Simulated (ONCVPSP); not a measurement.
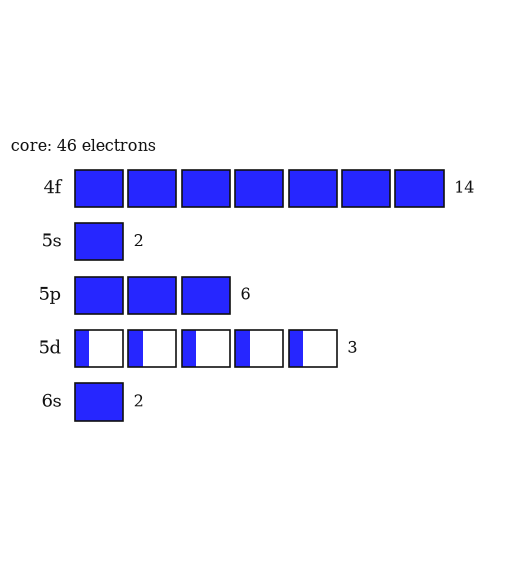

Fig. 1: The valence shells of the reference configuration: a box for each of the 2l + 1 orbitals, shaded by the share of the shell that is filled, with the electron count at the right. The shells are those of the unaltered input.

# Ta: pseudopotential generation (part 1 of 2)

- system: tantalum (Ta, Z = 73), core [Kr] 4d10, reference valence 4f14 5s2 5p6 5d3 6s2, valence charge 27. (This line and the method describe the unaltered input from which the odd one was made.)
- method: ONCV potential, PBEsol, fully relativistic, made with ONCVPSP 4.0.1

**Input file**
```
# ATOM AND REFERENCE CONFIGURATION
# atsym  z   nc   nv     iexc    psfile
  Ta 73.00    9    5  -116133      upf
#
#   n    l    f
    1    0    2.00
    2    0    2.00
    2    1    6.00
    3    0    2.00
    3    1    6.00
    3    2   10.00
    4    0    2.00
    4    1    6.00
    4    2   10.00
    4    3   14.00
    5    0    2.00
    5    1    6.00
    5    2    3.00
    6    0    2.00
#
# PSEUDOPOTENTIAL AND OPTIMIZATION
# lmax
    3
#
#   l,   rc,      ep,       ncon, nbas, qcut
    0    1.75    0.00    5    8    8.40
    1    1.95    0.00    4    8    6.10
    2    2.05    0.00    3    6    5.60
    3    1.05    0.00    4    9   18.40
#
# LOCAL POTENTIAL
# lloc, lpopt,  rc(5),   dvloc0
    4    5    0.70    2.00
#
# VANDERBILT-KLEINMAN-BYLANDER PROJECTORs
# l, nproj, debl
    0    2   40.00
    1    2    2.70
    2    2    3.10
    3    1    0.80
#
# MODEL CORE CHARGE
# icmod, fcfact, rcfact
    3    2.50    1.20
#
# LOG DERIVATIVE ANALYSIS
# epsh1, epsh2, depsh
   -4.00    5.00    0.02
#
# OUTPUT GRID
# rlmax, drl
    6.00    0.01
#
# TEST CONFIGURATIONS
# ncnf
    4
# nvcnf
#   n    l    f
    5
    4    3   14.00
    5    0    2.00
    5    1    6.00
    5    2    3.00
    6    0    1.00
#
    5
    4    3   14.00
    5    0    2.00
    5    1    6.00
    5    2    3.00
    6    0    0.00
#
    5
    4    3   14.00
    5    0    2.00
    5    1    6.00
    5    2    2.00
    6    0    0.00
#
    5
    4    3   14.00
    5    0    2.00
    5    1    6.00
    5    2    3.00
    6    0    1.50
#
```

Hardware: 1 CPU thread, shared host.

Launched with:
```bash
oncvpspr.x < Ta.dat > Ta.out
```

**Output (extracts)**
```
ONCVPSP  (Optimized Norm-Conservinng Vanderbilt PSeudopotential)
relativistic version 4.0.1

#   n    l    f        energy (Ha)
    1    0    2.00    -2.4715523D+03
    2    0    2.00    -4.2436377D+02
    2    1    6.00    -3.5890405D+02    -4.0556039D+02
    3    0    2.00    -9.7199589D+01
    3    1    6.00    -7.8804285D+01    -8.8847352D+01
    3    2   10.00    -6.2517608D+01    -6.4705592D+01
    4    0    2.00    -1.9804643D+01
    4    1    6.00    -1.4048097D+01    -1.6363793D+01
    4    2   10.00    -7.9707783D+00    -8.3961336D+00
    4    3   14.00    -8.7396651D-01    -9.4683358D-01
    5    0    2.00    -2.6776667D+00
    5    1    6.00    -1.3577887D+00    -1.6805576D+00
    5    2    3.00    -1.2481590D-01    -1.4638049D-01
    6    0    2.00    -2.0115920D-01

Reference configufation results
  iterations    31
  all-electron total energy (Ha)   -1.56212293D+04

Begin loop to  construct optimized pseudo wave functions
and semi-local pseudopoentials for all angular momenta

Calculating optimized projector #   1

 for l=   0

    Fraction of norm inside rc  0.947285
    Optimizing pswf for qcut=   8.39 a_B^-1,  ecut=  35.23 Ha
    Residual kinetic energy error=  1.97D-06 Ha

    Energy error per electron        Cutoff
         Ha          eV             Ha
         0.01000     0.27211       20.24
         0.00100     0.02721       25.32
         0.00010     0.00272       29.45
         0.00001     0.00027       33.01

Calculating optimized projector #   2

 for l=   0

    Fraction of norm inside rc  0.059382
    Optimizing pswf for qcut=   8.39 a_B^-1,  ecut=  35.23 Ha
    Residual kinetic energy error=  7.04D-07 Ha

    Energy error per electron        Cutoff
         Ha          eV             Ha
         0.01000     0.27211       15.75
         0.00100     0.02721       22.31
         0.00010     0.00272       27.41
         0.00001     0.00027       31.36

   Wellstate for l =  1  n =  7 kap= -2
     eigenvalue =   1.3422
     asymptotic potential =   1.8422
     half-point radius =  4.0990

Calculating optimized projector #   1

 for l=   1

    Fraction of norm inside rc  0.901703
    Optimizing pswf for qcut=   6.10 a_B^-1,  ecut=  18.62 Ha
    Residual kinetic energy error=  4.50D-06 Ha

    Energy error per electron        Cutoff
         Ha          eV             Ha
         0.01000     0.27211        7.85
         0.00100     0.02721        9.95
         0.00010     0.00272       11.63
         0.00001     0.00027       16.16

Calculating optimized projector #   2

 for l=   1

    Fraction of norm inside rc  0.110417
    Optimizing pswf for qcut=   6.10 a_B^-1,  ecut=  18.62 Ha
    Residual kinetic energy error=  4.75D-05 Ha

    Energy error per electron        Cutoff
         Ha          eV             Ha
         0.01000     0.27211        7.29
         0.00100     0.02721        9.56
         0.00010     0.00272       16.64
         0.00001     0.00027       43.28

   Wellstate for l =  1  n =  7 kap=  1
     eigenvalue =   1.0194

Calculating optimized projector #   1

 for l=   1

    Fraction of norm inside rc  0.940587
    Optimizing pswf for qcut=   6.10 a_B^-1,  ecut=  18.62 Ha
    Residual kinetic energy error=  4.13D-07 Ha

    Energy error per electron        Cutoff
         Ha          eV             Ha
         0.01000     0.27211        9.65
         0.00100     0.02721       12.40
         0.00010     0.00272       14.58
         0.00001     0.00027       16.29

Calculating optimized projector #   2

 for l=   1

    Fraction of norm inside rc  0.131065
    Optimizing pswf for qcut=   6.10 a_B^-1,  ecut=  18.62 Ha
    Residual kinetic energy error=  2.61D-05 Ha

    Energy error per electron        Cutoff
         Ha          eV             Ha
         0.01000     0.27211        8.67
         0.00100     0.02721       11.23
         0.00010     0.00272       13.71
         0.00001     0.00027       38.62

   Wellstate for l =  2  n =  7 kap= -3
     eigenvalue =   2.9752
     asymptotic potential =   3.4752
     half-point radius =  3.3984

Calculating optimized projector #   1

 for l=   2

    Fraction of norm inside rc  0.496014
    Optimizing pswf for qcut=   5.59 a_B^-1,  ecut=  15.64 Ha
    Residual kinetic energy error=  2.16D-05 Ha

    Energy error per electron        Cutoff
         Ha          eV             Ha
         0.01000     0.27211        8.97
         0.00100     0.02721       11.88
         0.00010     0.00272       14.11
         0.00001     0.00027       19.84

Calculating optimized projector #   2

 for l=   2

    Fraction of norm inside rc  0.173443
    Optimizing pswf for qcut=   5.59 a_B^-1,  ecut=  15.64 Ha
    Residual kinetic energy error=  7.01D-04 Ha

    Energy error per electron        Cutoff
         Ha          eV             Ha
         0.01000     0.27211       11.65
         0.00100     0.02721       15.25
         0.00010     0.00272       23.76
         0.00001     0.00027       39.78

   Wellstate for l =  2  n =  7 kap=  2
     eigenvalue =   2.9536

Calculating optimized projector #   1

 for l=   2

    Fraction of norm inside rc  0.535910
    Optimizing pswf for qcut=   5.59 a_B^-1,  ecut=  15.64 Ha
    Residual kinetic energy error=  3.37D-05 Ha

    Energy error per electron        Cutoff
         Ha          eV             Ha
         0.01000     0.27211        9.41
         0.00100     0.02721       12.30
         0.00010     0.00272       14.50
         0.00001     0.00027       26.29

Calculating optimized projector #   2

 for l=   2

    Fraction of norm inside rc  0.180027
    Optimizing pswf for qcut=   5.59 a_B^-1,  ecut=  15.64 Ha
    Residual kinetic energy error=  9.39D-04 Ha

    Energy error per electron        Cutoff
         Ha          eV             Ha
         0.01000     0.27211       12.07
         0.00100     0.02721       15.76
         0.00010     0.00272       25.95
         0.00001     0.00027       41.65

Calculating optimized projector #   1

 for l=   3

    Fraction of norm inside rc  0.888992
    Optimizing pswf for qcut=  18.39 a_B^-1,  ecut= 169.09 Ha
    Residual kinetic energy error=  6.08D-07 Ha

    Energy error per electron        Cutoff
         Ha          eV             Ha
         0.01000     0.27211      119.24
         0.00100     0.02721      135.09
         0.00010     0.00272      147.65
         0.00001     0.00027      157.01

Calculating optimized projector #   1

 for l=   3

    Fraction of norm inside rc  0.896048
    Optimizing pswf for qcut=  18.39 a_B^-1,  ecut= 169.09 Ha
    Residual kinetic energy error=  6.10D-07 Ha

    Energy error per electron        Cutoff
         Ha          eV             Ha
         0.01000     0.27211      119.61
         0.00100     0.02721      135.40
         0.00010     0.00272      147.90
         0.00001     0.00027      157.23

Construct Vanderbilt / Kleinmman-Bylander projectors

B matrix Hermiticity error, ll=  0  kap= -1
   1   2    3.0644D-04

  Orthonormal projector coefficients  2.4087E+01  1.7519E+00

B matrix Hermiticity error, ll=  1  kap= -2
   1   2   -3.3107D-04

  Orthonormal projector coefficients  1.8060E+01  1.1183E+00

B matrix Hermiticity error, ll=  1  kap=  1
   1   2   -3.9749D-04

  Orthonormal projector coefficients  1.8767E+01  1.1717E+00

B matrix Hermiticity error, ll=  2  kap= -3
   1   2   -2.5672D-04

  Orthonormal projector coefficients  1.4491E+01  1.4375E+00

B matrix Hermiticity error, ll=  2  kap=  2
   1   2   -2.7059D-04

  Orthonormal projector coefficients  1.8251E+01  2.0815E+00

 Orthonormal scalar projector coefficients, l =  1
  1.8268E+01  1.1412E+00  2.2855E-02  1.4224E-04

 Orthonormal spin-orbit projector coefficients, l =  1
 -1.3256E+00  6.9735E-01  1.2364E-01 -2.3721E-03

 Orthonormal scalar projector coefficients, l =  2
  1.5937E+01  1.7442E+00  8.7095E-03  2.5874E-05

 Orthonormal spin-orbit projector coefficients, l =  2
 -1.8550E+00  7.3419E-02  2.1104E-02 -9.6865E-04

 Orthonormal scalar projector coefficients, l =  3
 -1.2961E+01 -2.3472E-05

 Orthonormal spin-orbit projector coefficients, l =  3
  5.8388E-02 -1.7369E-03

Model core correction analysis
  based on d2Exc/dn_idn_j

d2excae - all-electron derivatives

   -2.073175D-02   -9.399929D-03   -6.742251D-03   -2.139296D-03
   -7.397278D-04
   -9.399874D-03   -2.088109D-02   -1.811838D-02   -7.222830D-03
   -1.317508D-03
   -6.742218D-03   -1.811839D-02   -1.797842D-02   -9.816084D-03
   -2.246984D-03
   -2.139287D-03   -7.222845D-03   -9.816065D-03   -1.351230D-02
   -1.162922D-02
   -7.397234D-04   -1.317500D-03   -2.246905D-03   -1.162760D-02
   -2.027835D-02

d2excps - pseudofunction derivatives with no core correction

   -4.375247D-02   -1.617810D-02   -1.248247D-02   -2.889189D-03
   -1.322300D-03
   -1.617797D-02   -2.928082D-02   -2.475629D-02   -1.026757D-02
   -1.749991D-03
   -1.248245D-02   -2.475643D-02   -2.351388D-02   -1.331592D-02
   -2.959120D-03
   -2.889165D-03   -1.026763D-02   -1.331586D-02   -1.802112D-02
   -1.437046D-02
   -1.322300D-03   -1.749966D-03   -2.958944D-03   -1.436753D-02
   -2.434563D-02

rms 2nd derivative error    6.245595E-03

rmatch, rhocmatch    0.5949   88.0569

Teter function model core charge with specified parameters

d2excps - pseudofunction derivatives with core correction

   -3.606213D-02   -1.527527D-02   -1.168291D-02   -2.839486D-03
   -1.227171D-03
   -1.527511D-02   -2.907072D-02   -2.460919D-02   -1.026208D-02
   -1.725455D-03
   -1.168286D-02   -2.460931D-02   -2.340412D-02   -1.331321D-02
   -2.941592D-03
   -2.839460D-03   -1.026213D-02   -1.331314D-02   -1.802318D-02
   -1.436900D-02
   -1.227167D-03   -1.725429D-03   -2.941415D-03   -1.436608D-02
   -2.434308D-02

rms 2nd derivative error    5.024789E-03

Pseudoatom total energy -328.104254

Diagnostic tests using Vanderbilt-Kleinman-Bylander pseudopotentials
  relativistic with J = L +/- 1/2 projectors

   l  kap   rcore       rmatch      e in        delta e    norm test   slope test

   0  -1   1.7564792   1.8098097  -2.6776667   0.0000047   1.0001994   1.0001912
   0  -1   1.7564792   1.8098097  -0.2011592   0.0000039   1.0000418   1.0000323

   1  -2   1.9561703   2.0155638  -1.3577887   0.0000024   1.0002159   1.0002244
   1   1   1.9561703   2.0155638  -1.6805576  -0.0000038   1.0000403   1.0000340
   1  -2   1.9561703   2.0155638   1.3422113   0.0000327   1.0001936   1.0001936
   1   1   1.9561703   2.0155638   1.2820857   0.0000335   1.0001320   1.0001320

   2  -3   2.0520621   2.1143672  -0.1248159  -0.0000119   1.0000256   0.9999630
   2   2   2.0520621   2.1143672  -0.1463805  -0.0000095   1.0000327   0.9999337
   2  -3   2.0520621   2.1143672   2.9751841   0.0000535   1.0002682   1.0002682
   2   2   2.0520621   2.1143672   2.9539890   0.0000461   1.0002649   1.0002649

   3  -4   1.0500662   1.0819484  -0.8739665  -0.0000246   0.9999769   1.0000516
   3   3   1.0500662   1.0819484  -0.9468336   0.0000242   1.0000261   0.9999606

Diagnostic tests using Vanderbilt-Kleinman-Bylander pseudopotentials
  relativistic with scalar and spin-orbit non-local projectors

   l  kap   rcore       rmatch      e in        delta e    norm test   slope test

   0  -1   1.7564792   1.8098097  -2.6776667   0.0000047   1.0001994   1.0001912
   0  -1   1.7564792   1.8098097  -0.2011592   0.0000039   1.0000418   1.0000323

   1  -2   1.9561703   2.0155638  -1.3577887   0.0000022   1.0002160   1.0002245
   1   1   1.9561703   2.0155638  -1.6805576  -0.0000040   1.0000404   1.0000340
   1  -2   1.9561703   2.0155638   1.3422113   0.0000321   1.0001937   1.0001937
   1   1   1.9561703   2.0155638   1.2820857   0.0000328   1.0001320   1.0001320

   2  -3   2.0520621   2.1143672  -0.1248159  -0.0015134   0.9995195   0.9876709
   2   2   2.0520621   2.1143672  -0.1463805  -0.0020939   0.9995341   0.9866146
   2  -3   2.0520621   2.1143672   2.9751841  -0.0004739   0.9996321   0.9996321
   2   2   2.0520621   2.1143672   2.9539890  -0.0006992   0.9998612   0.9998612

   3  -4   1.0500662   1.0819484  -0.8739665  -0.0000233   0.9999767   1.0000519
   3   3   1.0500662   1.0819484  -0.9468336   0.0000255   1.0000259   0.9999608

Ghost test for J = L + 1/2

 Testing for bound ghosts
   n   l    E NL Schr. Eq   E Basis Diag.   E Cutoff

       0                      -22.265446     85.73  WARNING - GHOST(-)
   1   0       -2.677662       -2.677650     85.73
   2   0       -0.201155       -0.153685     85.73

       1                       -2.459503     79.59  WARNING - GHOST(-)
   2   1       -1.357786       -1.357778     79.59
```

(Continued in part 2.) Outcome of the run: generated, with a ghost state; the input is odd on purpose.
